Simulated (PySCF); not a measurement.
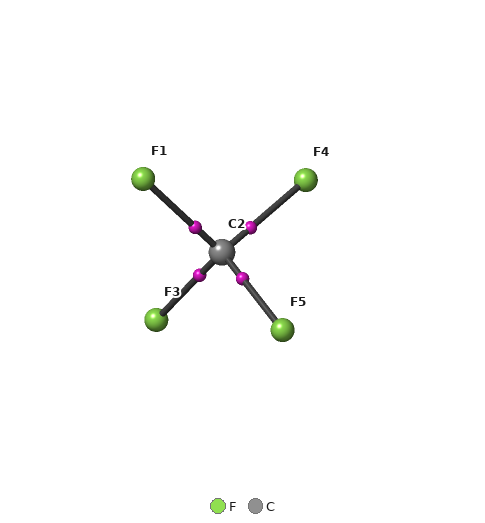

*CF₄, SMILES `FC(F)(F)F`. Molecular graph of the electron density (QTAIM): bond paths, bond critical points (magenta), ring points (cyan, if any); weak paths are dashed.*

Level of theory: PBE0/def2-TZVP (PySCF), at a geometry from GFN2-xTB. No frequency check shows the geometry to be a minimum.

Geometry (Å), atoms numbered from 1:

```
F1      -0.7587    0.7135    0.8013
C2       0.0000    0.0000   -0.0001
F3      -0.7587   -0.7135   -0.8013
F4       0.7587    0.8013   -0.7135
F5       0.7587   -0.8013    0.7135
```

How many critical points of each kind are there, and does the count close?

Answer. 5 nuclei, 4 bond, 0 ring and 0 cage critical points: 5 − 4 + 0 − 0 = 1, as the Poincaré–Hopf relation requires.

Tabulate density, Laplacian, ellipticity and energy density at the bond critical points (atomic units).

Answer.
```
           bond  length (Å)  ρ (a.u.)  ∇²ρ (a.u.)     ε  H (a.u.)
C2–F4 (4 alike)       1.314     0.310       −0.54  0.00    −0.507
```

What kind of interaction is C2–F4?

Answer. Shared-shell (covalent): ρ = 0.310, ∇²ρ = −0.54, H = −0.507 a.u.
